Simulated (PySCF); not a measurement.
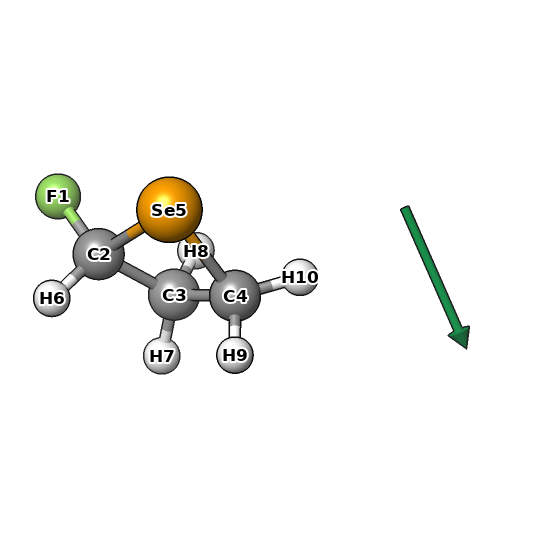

The arrow beside the molecule shows the direction of the dipole moment, from the negative to the positive end (its length means nothing). Computed geometry: PBE0-D3(BJ)/def2-SVP optimisation. No frequency run is at hand to confirm it as a minimum. Level of theory: PBE0/pcSseg-1, gas phase (PySCF 2.14.0).

### Estimate the dipole moment.

2.41 D; it points from the side of F1 to the side of H7, H9 (the outermost atoms at the two ends).
